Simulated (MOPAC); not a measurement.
**Geometry relaxation, with input and output: InH₂**

- system: InH₂, multiplicity 2
- method: PM6, unrestricted (MOPAC 23.2.5)

The atoms were displaced at random from an optimised geometry.

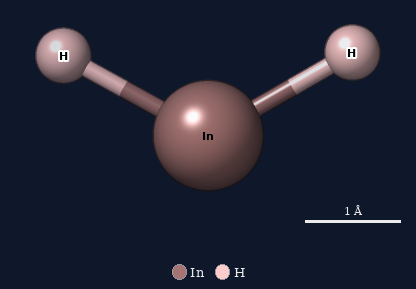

The starting structure (ball-and-stick view, seen on its broad side). Sticks mark near contacts.

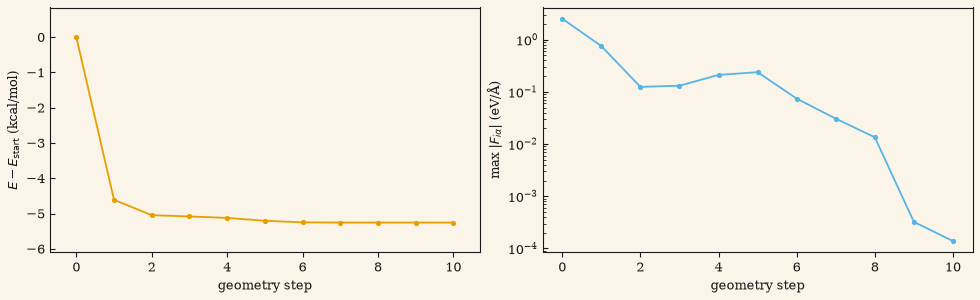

Progress of the relaxation, step by step (steps are counted from 0).

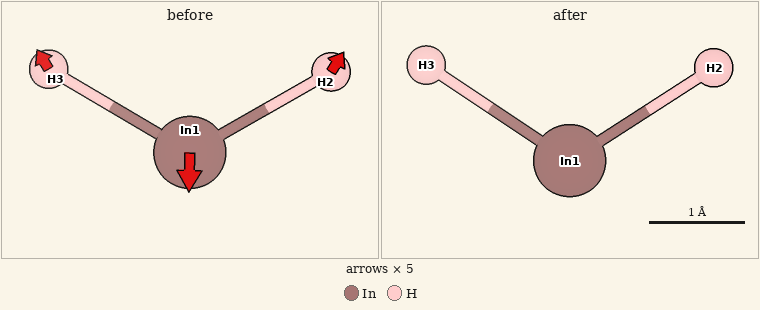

Before (left) and after (right) the relaxation, at one scale (ball-and-stick view, seen at a tilt). The red arrows give the displacements, magnified 5 times. In1 moves most after the best rigid fit: 0.086 Å. By element the largest moves are In 0.086 Å, H 0.052 Å. Distances before and after: In1–H2 1.751 → 1.844 Å, In1–H3 1.756 → 1.844 Å. Among the angles that change: H2–In1–H3 121.1° → 114.9°. After 10 geometry steps the energy has fallen by 5.25 kcal/mol. Largest force component: 2.5 eV/Å at the start, 0.00014 eV/Å at the end. (Atoms are counted from 1 in the order of the input.)

These pictures come from the run below.

### Input file (job.mop)
```
DISP PRECISE GNORM=0.01 DOUBLET GRADIENTS CYCLES=300 EF PM6 AUX(PRECISION=6) T=10M THREADS=1


In     0.379540 +1    -0.427776 +1     0.152017 +1
H      0.689519 +1     1.255186 +1     0.523961 +1
H     -1.089326 +1    -0.918151 +1    -0.676773 +1
```

Run as:
```bash
mopac job.mop
```

### The program's output
```
MOPAC v23.2.5
PM6 CALCULATION RESULTS

 *  PM6        - The PM6 Hamiltonian to be used
 *  DOUBLET    - SPIN STATE DEFINED AS A DOUBLET
 *  PRECISE    - TIGHTER CRITERIA TO BE USED
 *  EF         - USE EF ROUTINE FOR MINIMUM SEARCH
 *  THREADS=1  - MULTI-THREADING NOT USED
 *  CYCLES=    - DO A MAXIMUM OF 300 STEPS
 *  GNORM      - EXIT WHEN GRADIENT NORM DROPS BELOW 0.010
 *  AUX        - OUTPUT AUXILIARY INFORMATION
 *  GRADIENTS  - ALL GRADIENTS TO BE PRINTED
 *  DISP       - PRINT DISPERSION AND HYDROGEN BOND ENERGIES
DISP PRECISE GNORM=0.01 DOUBLET GRADIENTS CYCLES=300 EF PM6 AUX(PRECISION=6) T=10M THREADS=1

   ATOM   CHEMICAL          X               Y               Z
  NUMBER   SYMBOL      (ANGSTROMS)     (ANGSTROMS)     (ANGSTROMS)

     1      In          0.37954000  *  -0.42777600  *   0.15201700  *
     2       H          0.68951900  *   1.25518600  *   0.52396100  *
     3       H         -1.08932600  *  -0.91815100  *  -0.67677300  *

          CARTESIAN COORDINATES

    NO.       ATOM           X           Y           Z

     1        In          0.3795     -0.4278      0.1520
     2         H          0.6895      1.2552      0.5240
     3         H         -1.0893     -0.9182     -0.6768

           Empirical Formula: H2 In  =     3 atoms

      MOLECULAR POINT GROUP   :   C2v

 DOUBLET STATE CALCULATION

          UHF CALCULATION, NO. OF ALPHA ELECTRONS =    3
                           NO. OF BETA  ELECTRONS =    2

          Geometry optimization using EF

          DIAGONAL MATRIX USED AS START HESSIAN

 CYCLE:     1 TIME:   0.008 TIME LEFT: 10.00M  GRAD.:   103.852 HEAT:  73.68750
 CYCLE:     2 TIME:   0.000 TIME LEFT: 10.00M  GRAD.:    30.634 HEAT:  69.07762
 CYCLE:     3 TIME:   0.000 TIME LEFT: 10.00M  GRAD.:     5.933 HEAT:  68.64226
 CYCLE:     4 TIME:   0.000 TIME LEFT: 10.00M  GRAD.:     5.054 HEAT:  68.60651
 CYCLE:     5 TIME:   0.000 TIME LEFT: 10.00M  GRAD.:     6.443 HEAT:  68.56503
 CYCLE:     6 TIME:   0.000 TIME LEFT: 10.00M  GRAD.:     7.370 HEAT:  68.48443
 CYCLE:     7 TIME:   0.000 TIME LEFT: 10.00M  GRAD.:     2.368 HEAT:  68.43907
 CYCLE:     8 TIME:   0.008 TIME LEFT: 10.00M  GRAD.:     0.987 HEAT:  68.43394
 CYCLE:     9 TIME:   0.000 TIME LEFT: 10.00M  GRAD.:     0.434 HEAT:  68.43344
 CYCLE:    10 TIME:   0.000 TIME LEFT: 10.00M  GRAD.:     0.010 HEAT:  68.43331
 CYCLE:    11 TIME:   0.000 TIME LEFT: 10.00M  GRAD.:     0.005 HEAT:  68.43331

     GRADIENT =  0.00466 IS LESS THAN CUTOFF =  0.01000

 -------------------------------------------------------------------------------
 DISP PRECISE GNORM=0.01 DOUBLET GRADIENTS CYCLES=300 EF PM6 AUX(PRECISION=6) T=10M THREADS=1

     GEOMETRY OPTIMISED USING EIGENVECTOR FOLLOWING (EF).
     SCF FIELD WAS ACHIEVED

                              PM6 CALCULATION

          FINAL HEAT OF FORMATION =         68.43331 KCAL/MOL =     286.32498 KJ/MOL

          TOTAL ENERGY            =      -1825.62639 KCAL/MOL = ELECTRONIC ENERGY + CORE-CORE REPULSION
          ENERGY OF ATOMS         =       1894.05970 KCAL/MOL
                              SUM =         68.43331 KCAL/MOL
          DISPERSION ENERGY       =          0.00000 KCAL/MOL
                              SUM =         68.43331 KCAL/MOL = FINAL HEAT OF FORMATION

          TOTAL ENERGY            =        -79.16665 EV
          ELECTRONIC ENERGY       =       -126.64282 EV
          CORE-CORE REPULSION     =         47.47616 EV
          COSMO AREA              =         72.02 SQUARE ANGSTROMS
          COSMO VOLUME            =         54.88 CUBIC ANGSTROMS

          GRADIENT NORM           =          0.00466          =       0.00269 PER ATOM
          IONIZATION POTENTIAL    =          9.075692 EV
          ALPHA SOMO LUMO (EV)    =         -9.076  2.336
          BETA  SOMO LUMO (EV)    =        -10.211  1.867
          NO. OF ALPHA ELECTRONS  =          3
          NO. OF BETA  ELECTRONS  =          2
          MOLECULAR WEIGHT        =        116.8358         POINT GROUP:  C2v

          MOLECULAR DIMENSIONS (Angstroms)

            Atom       Atom       Distance
            H     3    H     2     3.10947
            H     2   In     1     0.99174
            H     3   In     1     0.00000

          SCF CALCULATIONS        =         12

          WALL-CLOCK TIME         =      0.023 SECONDS
          COMPUTATION TIME        =      0.010 SECONDS

       FINAL  POINT  AND  DERIVATIVES

   PARAMETER     ATOM    TYPE            VALUE        GRADIENT
      1          1 In    CARTESIAN X     0.393022      0.000650  KCAL/ANGSTROM
      2          1 In    CARTESIAN Y    -0.442212     -0.001757  KCAL/ANGSTROM
      3          1 In    CARTESIAN Z     0.157261      0.000121  KCAL/ANGSTROM
      4          2  H    CARTESIAN X     0.632870      0.001061  KCAL/ANGSTROM
      5          2  H    CARTESIAN Y     1.352575      0.003179  KCAL/ANGSTROM
      6          2  H    CARTESIAN Z     0.506506      0.000951  KCAL/ANGSTROM
      7          3  H    CARTESIAN X    -1.176571     -0.001712  KCAL/ANGSTROM
      8          3  H    CARTESIAN Y    -0.861459     -0.001421  KCAL/ANGSTROM
      9          3  H    CARTESIAN Z    -0.715294     -0.001072  KCAL/ANGSTROM

   ATOM   CHEMICAL          X               Y               Z
  NUMBER   SYMBOL      (ANGSTROMS)     (ANGSTROMS)     (ANGSTROMS)

     1      In          0.39302167  *  -0.44221206  *   0.15726147  *
     2       H          0.63286967  *   1.35257490  *   0.50650602  *
     3       H         -1.17657104  *  -0.86145903  *  -0.71529400  *

                             CARTESIAN COORDINATES

   1   In        0.393021672    -0.442212060     0.157261470
   2    H        0.632869668     1.352574904     0.506506024
   3    H       -1.176571040    -0.861459035    -0.715293997

           Empirical Formula: H2 In  =     3 atoms

      MOLECULAR POINT GROUP   :   C2v

          ALPHA EIGENVALUES
 -13.37910 -11.13048  -9.07569   2.33564   2.71146   3.91189

           BETA EIGENVALUES
 -12.90309 -10.21150   1.86662   2.89973   2.92137   3.97511

              NET ATOMIC CHARGES AND DIPOLE CONTRIBUTIONS

  ATOM NO.   TYPE          CHARGE      No. of ELECS.   s-Pop       p-Pop
    1         In           0.060391        2.9396     1.23019     1.70942
    2          H          -0.030195        1.0302     1.03020
    3          H          -0.030196        1.0302     1.03020
 DIPOLE           X         Y         Z       TOTAL
 POINT-CHG.     0.193    -0.199     0.076     0.288
 HYBRID        -0.078     0.081    -0.031     0.117
 SUM            0.115    -0.119     0.045     0.171

          ATOMIC ORBITAL ELECTRON POPULATIONS

     Atom    s        px        py        pz
    1 In   1.23019   0.66498   0.84641   0.19803
    2  H   1.03020
    3  H   1.03020

                    (SZ)    =    0.500000
                    (S**2)  =    0.811558

          ATOMIC ORBITAL SPIN POPULATIONS

    Atom   Total    s     px     py     pz
         Atomic
    1 In  0.6501  0.311  0.160  0.161  0.018
    2  H  0.1750  0.175
    3  H  0.1749  0.175

 *                    *
 * JOB ENDED NORMALLY *
 *                    *

 TOTAL JOB TIME:             0.02 SECONDS

 == MOPAC DONE ==
```

### Trajectory as extended XYZ (Å, eV, eV/Å), 11 frames, from step=0 to step=10
```
3
Properties=species:S:1:pos:R:3:forces:R:3 step=0 energy=3.19539
In    0.3795   -0.4278    0.1520    1.7671  -2.0239   0.6710
H     0.6895    1.2552    0.5240    0.3065   2.5329   0.4762
H    -1.0893   -0.9182   -0.6768   -2.0737  -0.5090  -1.1472
3
Properties=species:S:1:pos:R:3:forces:R:3 step=1 energy=2.99549
In    0.3843   -0.4384    0.1532    0.5330   0.7463   0.3717
H     0.7023    1.3787    0.5460   -0.2229  -0.7545  -0.2106
H    -1.1533   -0.9280   -0.7114   -0.3102   0.0082  -0.1611
3
Properties=species:S:1:pos:R:3:forces:R:3 step=2 energy=2.97661
In    0.3860   -0.4355    0.1544    0.1201   0.0151   0.0647
H     0.6963    1.3500    0.5393   -0.1172  -0.1247  -0.0768
H    -1.1647   -0.9305   -0.7177   -0.0029   0.1096   0.0121
3
Properties=species:S:1:pos:R:3:forces:R:3 step=3 energy=2.97506
In    0.3865   -0.4353    0.1547    0.0937  -0.1312   0.0326
H     0.6913    1.3440    0.5360   -0.0870   0.0276  -0.0420
H    -1.1652   -0.9262   -0.7174   -0.0066   0.1036   0.0095
3
Properties=species:S:1:pos:R:3:forces:R:3 step=4 energy=2.97326
In    0.3875   -0.4360    0.1551    0.0779  -0.2112   0.0143
H     0.6818    1.3412    0.5307   -0.0586   0.1260  -0.0149
H    -1.1663   -0.9162   -0.7168   -0.0193   0.0852   0.0005
3
Properties=species:S:1:pos:R:3:forces:R:3 step=5 energy=2.96977
In    0.3903   -0.4387    0.1563    0.0420  -0.2385  -0.0078
H     0.6562    1.3415    0.5173   -0.0106   0.2011   0.0196
H    -1.1706   -0.8882   -0.7155   -0.0314   0.0374  -0.0118
3
Properties=species:S:1:pos:R:3:forces:R:3 step=6 energy=2.96780
In    0.3938   -0.4428    0.1576   -0.0120  -0.0598  -0.0137
H     0.6253    1.3503    0.5022    0.0203   0.0743   0.0199
H    -1.1774   -0.8533   -0.7147   -0.0083  -0.0145  -0.0061
3
Properties=species:S:1:pos:R:3:forces:R:3 step=7 energy=2.96758
In    0.3931   -0.4422    0.1573    0.0011  -0.0271  -0.0028
H     0.6315    1.3514    0.5056    0.0056   0.0307   0.0067
H    -1.1765   -0.8600   -0.7151   -0.0066  -0.0036  -0.0039
3
Properties=species:S:1:pos:R:3:forces:R:3 step=8 energy=2.96755
In    0.3930   -0.4422    0.1572    0.0008   0.0119   0.0019
H     0.6336    1.3530    0.5069   -0.0028  -0.0135  -0.0031
H    -1.1766   -0.8622   -0.7154    0.0020   0.0016   0.0012
3
Properties=species:S:1:pos:R:3:forces:R:3 step=9 energy=2.96755
In    0.3930   -0.4422    0.1573    0.0000  -0.0003   0.0000
H     0.6328    1.3526    0.5065    0.0001   0.0003   0.0001
H    -1.1766   -0.8614   -0.7153   -0.0001  -0.0001  -0.0001
3
Properties=species:S:1:pos:R:3:forces:R:3 step=10 energy=2.96755
In    0.3930   -0.4422    0.1573    0.0000   0.0001   0.0000
H     0.6329    1.3526    0.5065    0.0000  -0.0001   0.0000
H    -1.1766   -0.8615   -0.7153    0.0001   0.0001   0.0000
```

### Key numbers

| quantity | value |
| --- | --- |
| outcome | converged |
| total energy | −2.909321 hartree |
| dispersion energy | 0.000000 hartree |
| heat of formation | 68.43 kcal/mol |
| basis functions | 6 |
| largest force | 0.000 eV/Å |
| ⟨S²⟩ | 0.812 |
| dipole moment | 0.17 D |
| hardware | 1 thread of AMD EPYC (Zen 5), 128 GiB of memory available, shared host |
| peak memory | 0.071 GiB |

### Remarks

MOPAC's energies along a path are heats of formation.
